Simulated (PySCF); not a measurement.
**BHO2 (oxoborinic acid) at 6 levels**

We compute a comparison of 6 runs (HF/STO-3G, B3LYP/def2-TZVPP, BLYP/def2-TZVPP, PBE/def2-TZVPP, wB97X/def2-TZVPP, CCSD(T)/def2-TZVPP) of BHO2 (oxoborinic acid). 

The results are computed with PySCF 2.14.0.

3 further runs of the same task are left out: 3 set aside as unsound or not needed.

### 1 The system as given

BHO2 has 4 atoms, charge 0, and is taken as a singlet. As SMILES, `O=BO`. Geometry: relaxed at PBE0-D4/def2-TZVP.

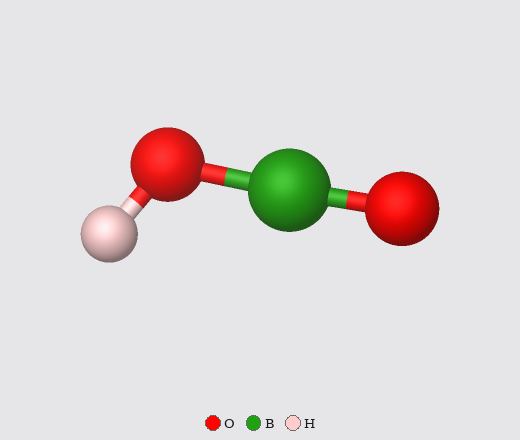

The structure, seen from a chosen angle (oxygen red, boron green, hydrogen pink).

### 2 A single-point energy at HF/STO-3G (run 1)

Input file run.py:

```python
# O=BO
from pyscf import gto, scf

mol = gto.M(
    atom='''
O     -1.555100     0.523500     0.428500
B     -0.423900     0.132000     0.248600
O      0.816700    -0.302000     0.108600
H      1.162300    -0.353500    -0.785700
''',
    charge=0,
    verbose=3,
    basis='sto-3g',
    max_memory=1860,
)

mf = scf.RHF(mol)
mf.conv_tol = 1e-10
mf.kernel()
if not mf.converged:
    mf = mf.newton().run(mf.mo_coeff, mf.mo_occ)

e_final = mf.e_tot
print(f'total energy: {e_final:.8f} hartree')
```

On the command line:

```
OMP_NUM_THREADS=1 python run.py
```

Log:

```text
converged SCF energy = -172.702109578415
total energy: -172.70210958 hartree
```

It took 1 s on 1 thread of Intel Xeon at 2.70GHz, shared host; peak memory 0.1 GiB.

### 3 The energy at B3LYP/def2-TZVPP (run 2)

Input file input.xyz:

```xyz
4

O     -1.555100     0.523500     0.428500
B     -0.423900     0.132000     0.248600
O      0.816700    -0.302000     0.108600
H      1.162300    -0.353500    -0.785700
```

Input file job.py:

```python
from pyscf import gto, dft

mol = gto.M(
    atom='input.xyz',
    max_memory=1860,
    verbose=3,
    basis='def2-tzvpp',
)

myscf = dft.RKS(mol)
myscf.xc = 'b3lyp'
myscf.conv_tol = 1e-10
myscf.grids.level = 5
myscf.kernel()
if not myscf.converged:
    myscf = myscf.newton().run(myscf.mo_coeff, myscf.mo_occ)

e_tot = myscf.e_tot
print('Final energy', e_tot)
```

On the command line:

```
OMP_NUM_THREADS=1 python job.py
```

Log:

```text
converged SCF energy = -176.069298346156
Final energy -176.06929834615616
```

Run time: 22 s. Hardware: 1 thread of Intel Xeon at 2.70GHz, shared host; peak memory 0.54 GiB.

### 4 A single-point energy at BLYP/def2-TZVPP (run 3)

input.xyz is that of step 3.

Input file input.py:

```python
from pyscf import gto, dft

system = gto.M(
    atom='input.xyz',
    verbose=3,
    charge=0,
    basis='def2-tzvpp',
    max_memory=1860,
)

myscf = dft.RKS(system, xc='blyp')
myscf.grids.level = 5
myscf.conv_tol = 1e-10
myscf.kernel()
if not myscf.converged:
    myscf = myscf.newton().run(myscf.mo_coeff, myscf.mo_occ)

e_final = myscf.e_tot
print('E(%s) = %.9f' % ('BLYP', e_final))
```

On the command line:

```
OMP_NUM_THREADS=1 python input.py
```

Log:

```text
converged SCF energy = -176.040879874916
E(BLYP) = -176.040879875
```

It took 18 s on 1 thread of Intel Xeon at 2.70GHz, shared host; peak memory 0.53 GiB.

Runs 4 to 5 aren't shown in full; the table further down has their settings and results.

### 5 A single-point energy at CCSD(T)/def2-TZVPP (run 6)

Input file run.py:

```python
# O=BO
from pyscf import gto, cc

molecule = gto.Mole()
molecule.atom = 'O -1.555100 0.523500 0.428500; B -0.423900 0.132000 0.248600; O 0.816700 -0.302000 0.108600; H 1.162300 -0.353500 -0.785700'
molecule.verbose = 3
molecule.basis = 'def2-tzvpp'
molecule.charge = 0
molecule.spin = 0
molecule.max_memory = 1860
molecule.build()

myscf = molecule.RHF()
myscf.conv_tol = 1e-10
myscf.kernel()
if not myscf.converged:
    myscf = myscf.newton().run(myscf.mo_coeff, myscf.mo_occ)

mycc = cc.CCSD(myscf, frozen=3)
mycc.kernel()
e_t = mycc.ccsd_t()
energy = mycc.e_tot + e_t
print('E(%s) = %.9f' % ('CCSD(T)', energy))
```

On the command line:

```
OMP_NUM_THREADS=1 python run.py
```

Log:

```text
converged SCF energy = -175.160929332939
E(CCSD) = -175.7191242826729  E_corr = -0.5581949497341581
CCSD(T) correction = -0.0222662470731797
E(CCSD(T)) = -175.741390530
```

Run time: 46 s. Hardware: 1 thread of Intel Xeon at 2.70GHz, shared host; peak memory 0.8 GiB.

### 6 All runs side by side

```csv
run,level,integration grid,frozen core orbitals,energy (Eh),dipole moment (D) of the reference,HOMO energy (eV),LUMO energy (eV),wall time
1,HF/STO-3G,–,–,-172.702110,2.74,-9.76,10.45,1 s
2,B3LYP/def2-TZVPP,5,–,-176.069298,3.85,-9.12,-0.88,22 s
3,BLYP/def2-TZVPP,5,–,-176.040880,3.74,-7.67,-1.40,18 s
4,PBE/def2-TZVPP,5,–,-175.867331,3.73,-7.77,-1.32,19 s
5,wB97X/def2-TZVPP,5,–,-176.014474,3.92,-11.89,1.60,26 s
6,CCSD(T)/def2-TZVPP,–,3,-175.741391,4.22,-13.38,2.02,46 s
```

### 7 Summary of results

| quantity | value |
| --- | --- |
| run 6: total energy | -175.74139 Eh |
| run 6: dipole moment (Hartree–Fock density) | 4.22 D |
| run 6: HOMO energy (Hartree–Fock orbitals) | -13.38 eV |
| run 6: LUMO energy (Hartree–Fock orbitals) | 2.02 eV |
| run 6: HOMO–LUMO gap (Hartree–Fock orbitals) | 15.40 eV |
| run 6: correlation energy (3 core orbitals frozen) | -580.5 mEh |
| run 6: (T) correction | -22.27 mEh |
| run 6: T1 diagnostic | 0.016 |

What this shows: Over runs 1, 2, 3, 4, 5 the dipole moment (its size) runs from 2.74 D (HF/STO-3G) to 3.92 D (wB97X/def2-TZVPP). The two ends differ in method and basis. Over runs 1, 2, 3, 4, 5 the HOMO–LUMO gap runs from 6.27 eV (BLYP/def2-TZVPP) to 20.21 eV (HF/STO-3G). Totals of different functionals can't be ranked against each other. In run 1 the basis is minimal, so the values are rough. All runs together took 2.2 min, the longest 46 s.
